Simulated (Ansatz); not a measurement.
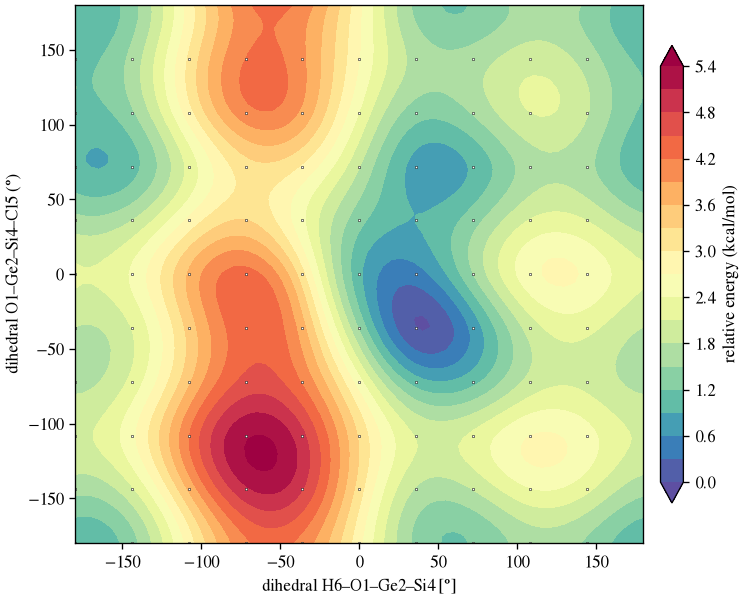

ClFGeH₄OSi, SMILES [OH][GeH]([F])[SiH2]Cl. 
- First axis: dihedral H6–O1–Ge2–Si4. Second axis: dihedral O1–Ge2–Si4–Cl5.
- Nothing is relaxed (all other coordinates rigid).
- The grid has 10 × 10 points.
- Points are written as (first, second).
- Energies are in kcal/mol, from the lowest grid point.
- Theory: RKS PBE0-D4/def2-TZVP (Ansatz 0.2.0).

In the figure: filled contours, dots at the grid points, one colour for all values above the top of the scale. Between grid points the surface is interpolated.

The lowest grid point is at (36°, −36°). There are further wells near (36°, 72°) (0.79 kcal/mol above the lowest at that grid point); (−180°, −180°) (0.96 kcal/mol above the lowest at that grid point); (−180°, 72°) (0.97 kcal/mol above the lowest at that grid point). The highest grid point, (−72°, −108°), lies 5.36 kcal/mol above the lowest. On the interpolated surface the easiest way out of the lowest well to the well at about (50°, 70°) passes a barrier of about 0.93 kcal/mol. Round the minimum the valley is somewhat tilted: raising dihedral H6–O1–Ge2–Si4 shifts the best value of dihedral O1–Ge2–Si4–Cl5 downwards (coupling k₁₂/√(k₁₁k₂₂) about 0.4).

The level of theory is changed to RKS SPW92 (LDA)/def2-TZVP in Ansatz; with it change the reference geometry, relaxed at the new level; the new grid has 8 × 8 points, laid about the new relaxed structure.

**How does the landscape change?**

The minimum (interpolated where it lies between grid points) moves from about (40°, −35°) to about (20°, −15°). The span from the lowest to the highest grid point grows from 5.36 to 6.55 kcal/mol. The easiest pass out of the lowest well goes from about 0.93 to about 2.9 kcal/mol on the interpolated surfaces. The curvature at the minimum changes from about 0.28 to 0.33 eV/rad² along dihedral H6–O1–Ge2–Si4 and by less than a tenth (about 0.22) eV/rad² along dihedral O1–Ge2–Si4–Cl5.

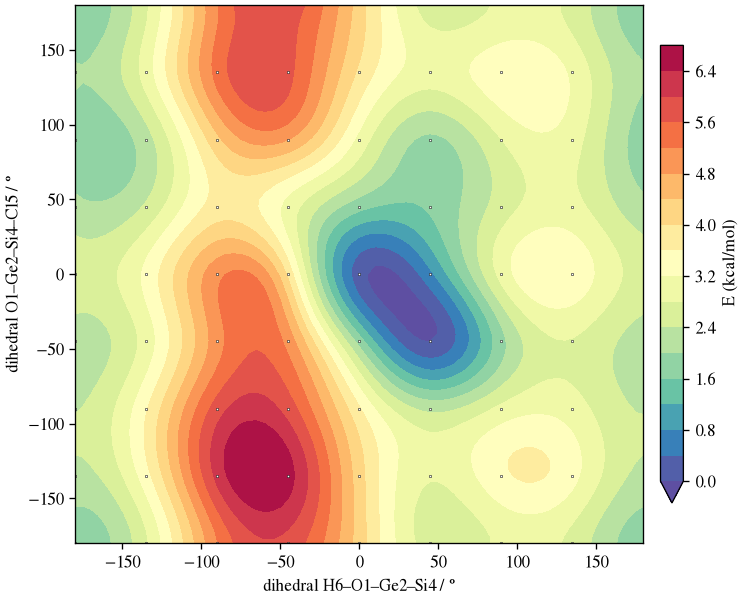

The map after the change, on a colour scale of its own. Drawn: filled contours, dots at the grid points. Between grid points the surface is interpolated.
